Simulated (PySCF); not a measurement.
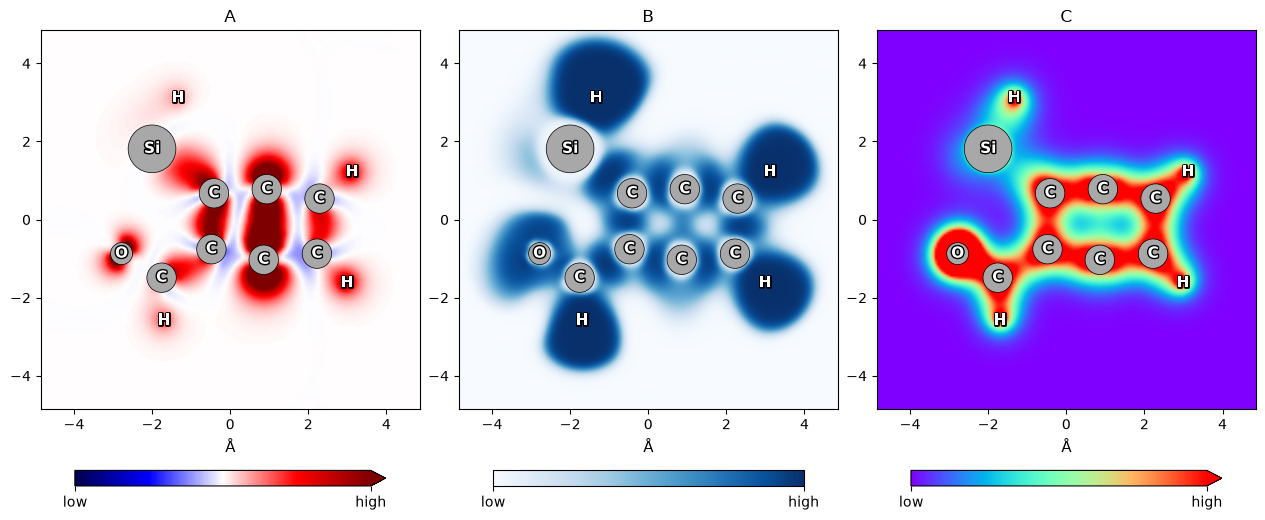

C$_{7}$H$_{6}$OSi (charge +1, doublet): 3 fields on the plane of atoms C4, C5 and H11, with unlabelled colour scales. Grey discs cover the atomic cores.

Geometry: GFN2-xTB.

These are results of UKS B3LYP, pcH-1 on C H O Si, non-relativistic, mean-field spin-orbit, GIAO in PySCF 2.14.0, density-fitted response routines, not measurements.

The panels show electron density, electron localisation function and spin density in some order. Assign them.

Answer. Panel A: spin density (confined to the atoms that carry the unpaired spin). Panel B: electron localisation function. Panel C: electron density. From the grid: C–O (1.20 Å): the density is about 3.4 e/Å³ at the midpoint; the ELF peaks at about 0.85 between the atoms; a multiple bond. C–C (1.35 Å): the density is about 2.2 e/Å³ at the midpoint; the ELF peaks at about 0.90 between the atoms; localised, covalent bonding.
